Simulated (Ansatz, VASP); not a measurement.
# Na (Na(110)) in two plane-wave programs, part 2 of 2

One calculation is typed for both programs; each brings its own data sets and cutoff. How far apart do they land?

VASP 6.6.1 and Ansatz 0.2.0.

So far: The starting structure; VASP: band structure, r2SCAN.

**3. Ansatz: band structure, r2SCAN**

Level of this step: Ansatz beside VASP: Kohn-Sham DFT, plane waves, r2SCAN (Ansatz).

Ansatz runs on its default PAW (the set named soft_2) files.

The same cell, functional, mesh and smearing now go to Ansatz, which takes its cutoff from its data sets.

The input, input.yaml:

```yaml
crystal:
  lattice:
    - [2.9910616844, -2.115, 0.0]
    - [2.9910616844, 2.115, 0.0]
    - [0.0, 0.0, 35.9463701065]
  atoms:
    - { symbol: Na, position: [0.0, 0.0, 0.2503729855] }
    - { symbol: Na, position: [0.5, 0.5, 0.3335819903] }
    - { symbol: Na, position: [0.0, 0.0, 0.4167909952] }
    - { symbol: Na, position: [0.5, 0.5, 0.5] }
    - { symbol: Na, position: [0.0, 0.0, 0.5832090048] }
    - { symbol: Na, position: [0.5, 0.5, 0.6664180097] }
    - { symbol: Na, position: [0.0, 0.0, 0.7496270145] }
hamiltonian:
  xc: r2scan
  pseudopotentials: { kind: paw }
kpoints:
  mp_grid: { grid: [12, 12, 1] }
  band_path:
    path:
      - [0.0, 0.0, 0.0]
      - [0.02885, -0.02885, 0.0]
      - [0.08654, -0.08654, 0.0]
      - [0.14423, -0.14423, 0.0]
      - [0.20192, -0.20192, 0.0]
      - [0.25962, -0.25962, 0.0]
      - [0.31731, -0.31731, 0.0]
      - [0.375, -0.375, 0.0]
      - [0.39423, -0.31731, 0.0]
      - [0.43269, -0.20192, 0.0]
      - [0.45192, -0.14423, 0.0]
      - [0.49038, -0.02885, 0.0]
      - [0.52885, 0.08654, 0.0]
      - [0.56731, 0.20192, 0.0]
      - [0.60577, 0.31731, 0.0]
      - [0.625, 0.375, 0.0]
      - [0.60577, 0.39423, 0.0]
      - [0.58654, 0.41346, 0.0]
      - [0.56731, 0.43269, 0.0]
      - [0.54808, 0.45192, 0.0]
      - [0.53846, 0.46154, 0.0]
      - [0.51923, 0.48077, 0.0]
      - [0.5, 0.5, 0.0]
      - [0.46154, 0.46154, 0.0]
      - [0.38462, 0.38462, 0.0]
      - [0.30769, 0.30769, 0.0]
      - [0.23077, 0.23077, 0.0]
      - [0.15385, 0.15385, 0.0]
      - [0.07692, 0.07692, 0.0]
      - [0.0, 0.0, 0.0]
    npoints: 1
scf:
  occupations: { method: fermi_dirac, width: 0.1 }
  n_extra_bands: 9
efield:
  axis: 3
  dipole_correction: true
  ramp_width: 0.04
output:
  forces: true
  eigenvalues: true
```

Run with:

```console
$ ansatz run input.yaml --threads 4 --pin off --max-ram 9216MiB --backend cpu --events-out ev --progress --plain --runs-dir out
```

Numbers of over 12 decimals in the logs are rounded to 6 here.

Log:

```text
scf.n_extra_bands = 9 over 32 filled bands (N_el = 63.0): the run solves 41 bands
Engine: ansatz 0.2.0, aarch64-unknown-linux-gnu
Pseudopotentials: kind: paw
Pseudopotential: Na, paw, valence charge 9, recommended cutoff 500 eV (meta_gga), Na.paw.azcp
Functional definition: r2SCAN
  parameter k0 = 0.174
  parameter k1 = 0.065
  parameter a1 = 4.9479
  exchange = r2scan_x(k0 = k0, k1 = k1, a1 = a1)
  correlation = r2scan_c
Crystal: 7 atoms, lattice volume = 454.800 Å³
Basis set: ecut = 500 eV, 11563 PW (Γ), exchange–correlation on 108×108×1080 points (64 copies of the dense FFT grid, shifted against one another)
Bands: 41, of which v1, the nominal top of the filled ones, is band 32 counted from 1 (31 counted from 0)
Symmetry: 4 space group operations
k-points: 43 of 144
Non-local potential: Na, projectors of the file, l = 0: 3, l = 1: 2, l = 2: 1
PAW form: soft (Blöchl's): semilocal exchange-correlation on the pseudo side does not see the compensation charge
PAW frozen core: Na, regenerated for the run's functional (the file was generated under x = pbe(κ = 0.804, μ = 0.219515), c = pbe(β = 0.066725))
PAW one-centre angular grid: Na, 302 points (default); XC on 339 of its mesh's 2595 points in the sphere
Initial density: superposition of atomic densities (neutral atoms: chi_scale 0, normalization atom), corrected by the library's trained network
Initial wavefunctions: pseudopotential atomic-orbital guess
Functional: x = r2scan, c = r2scan; τ floored in thin density (d = 2e-4 eV/Å³)
SCF iter   1: F=—  HF=-10420.093203 eV  |F-HF|=—  |Δ(HF+E_count)|=         —  Δρ=5.81e-3  dr2=2.07e0  dr2_τ=8.43e-4  ethr=1.77e-3  p=-0.000 e·Å  D=-1.34e-14 V/Å  ΔV_dip=0.00 eV  dr2_dipole=1.49e-10  V_vac-E_F(+/−)=3.09/3.09 eV  ⟨swp⟩=12.2  Hψ=8943  notcnv=0  defer=9
efield: sawtooth ramp at fractional position 0.9800 (placed from the atoms, in the widest stretch of the axis that holds none; the zero of the levels goes with the place), width 0.0400; the density the first Hamiltonian is built on has a dipole p = -0.000 e·Å; the dipole correction subtracts the counter field D = -1.34e-14 V/Å, which shifts the + side's vacuum level by +0.00 eV against the − side's; the planar-averaged density in the ramp window peaks in size at 3.6e-6 e/Å³
preconditioner: auto → LDOS  [metal: Δε(μ)=0.019 eV  Ē_g=3.721 eV  σ=0.100 eV  W_gap=0.05  n_scr=58 (ndim 8)  ℏωp=4.6 eV  f_vac=0.395  D(μ)=3.28/eV (n_scr^D=12)  β→1.0]
SCF iter   2: F=—  HF=-10420.004012 eV  |F-HF|=—  |Δ(HF+E_count)|=   8.92e-2  Δρ=3.58e-3  dr2=2.75e-2  dr2_τ=6.70e-4  ethr=1.77e-3  p=0.000 e·Å  D=1.89e-6 V/Å  ΔV_dip=-0.00 eV  dr2_dipole=9.17e-9  V_vac-E_F(+/−)=2.76/2.76 eV  ⟨swp⟩=3.3  Hψ=3698  notcnv=0  defer=16
SCF iter   3: F=—  HF=-10419.985494 eV  |F-HF|=—  |Δ(HF+E_count)|=   1.85e-2  Δρ=1.24e-3  dr2=3.36e-3  dr2_τ=4.09e-5  ethr=4.36e-5  p=0.000 e·Å  D=5.57e-7 V/Å  ΔV_dip=-0.00 eV  dr2_dipole=7.77e-11  V_vac-E_F(+/−)=2.82/2.82 eV  ⟨swp⟩=2.1  Hψ=3497  notcnv=0  defer=16
SCF iter   4: F=—  HF=-10419.983406 eV  |F-HF|=—  |Δ(HF+E_count)|=   2.09e-3  Δρ=1.33e-4  dr2=1.83e-4  dr2_τ=3.47e-6  ethr=5.33e-6  p=0.000 e·Å  D=4.86e-7 V/Å  ΔV_dip=-0.00 eV  dr2_dipole=6.47e-11  V_vac-E_F(+/−)=2.82/2.82 eV  ⟨swp⟩=2.0  Hψ=3201  notcnv=0  defer=16
SCF iter   5: F=—  HF=-10419.983416 eV  |F-HF|=—  |Δ(HF+E_count)|=   9.72e-6  Δρ=1.95e-5  dr2=3.43e-5  dr2_τ=3.76e-8  ethr=2.90e-7  p=0.000 e·Å  D=1.46e-7 V/Å  ΔV_dip=-0.00 eV  dr2_dipole=3.68e-13  V_vac-E_F(+/−)=2.84/2.84 eV  ⟨swp⟩=2.9  Hψ=3329  notcnv=0  defer=16
SCF iter   6: F=—  HF=-10419.983506 eV  |F-HF|=—  |Δ(HF+E_count)|=   8.98e-5  Δρ=4.85e-6  dr2=3.19e-6  dr2_τ=2.87e-9  ethr=5.45e-8  p=0.000 e·Å  D=4.83e-8 V/Å  ΔV_dip=-0.00 eV  dr2_dipole=7.47e-13  V_vac-E_F(+/−)=2.84/2.84 eV  ⟨swp⟩=1.7  Hψ=1834  notcnv=0  defer=15
SCF iter   7: F=—  HF=-10419.983506 eV  |F-HF|=—  |Δ(HF+E_count)|=   1.01e-7  Δρ=2.20e-6  dr2=3.33e-7  dr2_τ=3.25e-10  ethr=5.06e-9  p=0.000 e·Å  D=8.57e-9 V/Å  ΔV_dip=-0.00 eV  dr2_dipole=9.17e-14  V_vac-E_F(+/−)=2.84/2.84 eV  ⟨swp⟩=1.4  Hψ=1800  notcnv=0  defer=15
SCF iter   8: F=-10419.983506 eV  HF=-10419.983506 eV  |F-HF|=8.92e-9  |Δ(HF+E_count)|=   1.15e-8  Δρ=1.50e-6  dr2=1.26e-8  dr2_τ=5.56e-11  ethr=1.59e-10  p=-0.000 e·Å  D=-3.19e-9 V/Å  ΔV_dip=0.00 eV  dr2_dipole=1.09e-13  V_vac-E_F(+/−)=2.84/2.84 eV  ⟨swp⟩=9.4  Hψ=6526  notcnv=0
SCF 1 converged in 8 iterations: F = -10419.983506 eV  dr2 = 1.26e-8
  greatest PAW one-centre occupation: 1.000 electrons in one spin orbital (limit 2), on the Na atom at site 3 (counted from 0), in its partial waves of l = 0
NSCF: frozen V_eff on 30 k-points
efield: sawtooth ramp at fractional position 0.9800 (kept from the solve that this one continues, or follows in the run), width 0.0400; the density the first Hamiltonian is built on has a dipole p = -0.000 e·Å; the dipole correction subtracts the counter field D = -3.19e-9 V/Å, which shifts the + side's vacuum level by +0.00 eV against the − side's; the planar-averaged density in the ramp window peaks in size at 3.4e-6 e/Å³
SCF converged after 8 iterations
Free energy (F): -10419.983506 eV
Harris-Foulkes:  -10419.983506 eV  (|F-HF|=8.92e-9)
Internal energy: -10419.866862 eV  (E = F + TS)
E sigma→0 (E₀):  -10419.925184 eV
Entropy (-TS):   -0.116644 eV (-16.663 meV/atom)
Fermi energy:    -0.159902 eV
Dipole field:    D = 0.000000 V/Å  (p = 0.000001 e·Å, saw-weighted, corrected)
Work function:   Φ+ = 2.8424 eV   Φ− = 2.8424 eV
Levels:          The Fermi level and band energies are counted from a zero that moves with the ramp; work functions are not
--- Per-component energies (eV) ---
  E_band       = -1889.862807
  E_kinetic    = 840.355554
  E_local      = -40538.550395  (includes V_loc(G=0)·N_el)
  E_nonlocal   = 811.185308
  E_hartree    = 18854.764713
  E_xc         = -249.477697
  E_vxc        = -375.643970  (∫ρ·V_xc dr)
  E_paw        = -1874.299418  (= ΣΔE_a)
  E_vpaw       = -370.726503  (= ΣTr[D̂ρ^β])
  E_aug_tail   = -0.000006  (compensation charges beyond the density's cutoff)
  E_vtau       = 33.993555  (kinetic-family band-sum trace: ∫τ·v_τ [+ j·A + Jᵃ·Aᵃ] dr)
  E_efield     = 0.000000  (sawtooth field / dipole correction)
  E_vefield    = 0.000000  (∫n·V_field dr)
  E_ewald      = 11736.338950
  E_core_change = -0.183871  (= ΣΔE_core)
  E_smearing   = -0.116644  (= −TS)
  E_closure    = -0.000000  (closes the sum)
  Σ components = -10419.983506   (vs F -10419.983506, Δ=0.00e0)
--- Forces (eV/Å), atoms counted from 1 ---
  atom   1  Na     0.00000000     0.00000000     0.02924234
  atom   2  Na     0.00000000     0.00000000    -0.01699668
  atom   3  Na     0.00000000     0.00000000    -0.00634772
  atom   4  Na     0.00000000     0.00000000    -0.00000001
  atom   5  Na     0.00000000     0.00000000     0.00634769
  atom   6  Na     0.00000000     0.00000000     0.01699666
  atom   7  Na     0.00000000     0.00000000    -0.02924226
  max |Σ_I F_I| component: 1.40e-8 eV/Å
--- Band table (eV; the first three rows and the last of 43) ---
  k-point 0: bands = [... 28 lower, -3.5292, -3.3150, -2.9450, -2.4172, -1.7502, -0.9674, -0.1224, 0.5287, ... 5 higher]
  k-point 1: bands = [... 28 lower, -3.4325, -3.2186, -2.8492, -2.3221, -1.6559, -0.8740, -0.0299, 0.6184, ... 5 higher]
  k-point 2: bands = [... 28 lower, -3.1435, -2.9306, -2.5627, -2.0377, -1.3740, -0.5948, 0.2461, 0.8879, ... 5 higher]
  k-point 42: bands = [... 28 lower, 0.6368, 0.8276, 1.1648, 1.3412, 1.5523, 1.6567, 1.9086, 2.2932, ... 5 higher]
```

It took 55 s on 4 threads of Arm Neoverse V1, shared host; peak memory 1.8 GiB.

The column dr2 measures how far the density is from self-consistency, as an energy; F and HF (Harris–Foulkes) agree once it is small.

**4. Comparison**

Known differences besides the PAW data sets themselves: VASP keeps PBE cores, Ansatz makes them for the functional; the data sets hold 63 valence electrons in Ansatz (default PAW (the set named soft_2) files) and 7 in VASP; the cutoff is 500 eV in Ansatz and 300 eV in VASP (PREC = Normal). Total energies have different zeros and are not compared.

Both answers:

```csv
quantity,Ansatz,VASP,difference
"work function, lower of the two faces (eV)",2.84,2.85,-0.01
"work function, higher of the two faces (eV)",2.84,2.85,-0.01
```

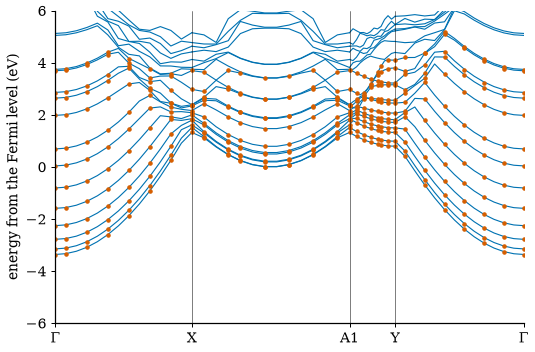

Bands from VASP (lines) and levels from Ansatz (dots). Dots without a line are higher empty bands that the VASP plot leaves out.

At this near-relaxed geometry the largest component of a force difference is 10 meV/Å. Levels from 3 eV below to 2 eV above the Fermi level differ by 2 meV r.m.s. and 6 meV at most; each VASP level is matched to the nearest of Ansatz, which flatters the figure a little.

**5. Outcome**

- r.m.s. difference of levels near the Fermi level (band structure, r2SCAN): 1.8 meV

In words: The r.m.s. difference of levels near the Fermi level is 1.8 meV (band structure, r2SCAN), within the 80 meV picked in this series as the mark of a large difference. How closely two codes agree says nothing of how well the functional describes the real material.

[Lines on the potential files, build, host, timing and source positions are cut from VASP's logs without a mark.]

[Logs are printed without paths, hosts, clocks, repeated set-up lines and the standing remarks that a program may print on its own settings, such as how far it seeks lower states.]

[Hosts, paths, dates, database ids (printed as entryN), source tags and the programs' standing remarks are cut or masked in the printed files.]
